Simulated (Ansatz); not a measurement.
System: SeO.

Method: a formula put on the sites of a structure type, uncorrected energy per atom over the elements' standard states (H N O F Cl as gases), plane-wave PAW DFT, cell and atoms relaxed at 0 K and 0 GPa, spin start parallel or as listed, metals to 4 meV/atom (Ansatz 0.2.0). Level: PBE, no spin polarisation.

wave cutoff 420 eV.

The names give the starting types; a cell can relax into another structure.

Describe the result: the formation energy of each starting structure type. The cases: SnS type; CaSi type; CuAu (L1_0).

The lowest is SnS type, at −0.246 eV/atom; the next, CaSi type, is 0.118 eV/atom higher.

| starting structure type | formation energy (eV/atom) | volume per atom (Å³) | final space group number |
| --- | --- | --- | --- |
| SnS type | −0.246 | 17.17 | 63 |
| CaSi type | −0.128 | 22.83 | 63 |
| CuAu (L1_0) | 0.827 | 12.52 | 221 |

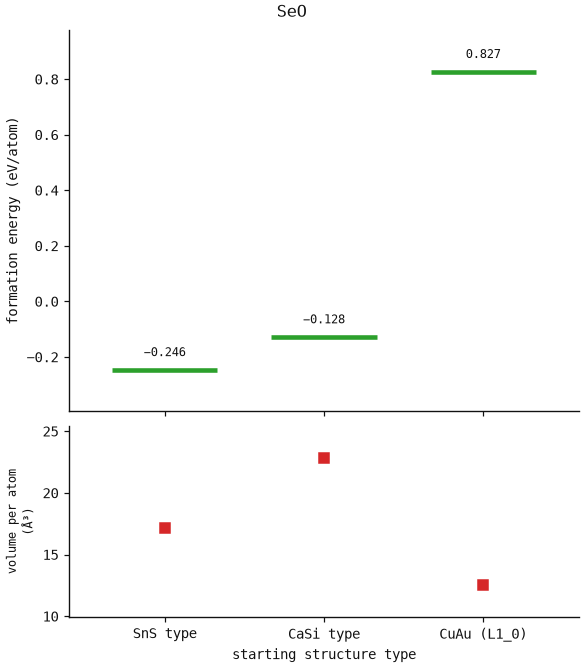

Note: no spin polarisation, a magnetic state may lie lower; weakly bound, no dispersion correction.
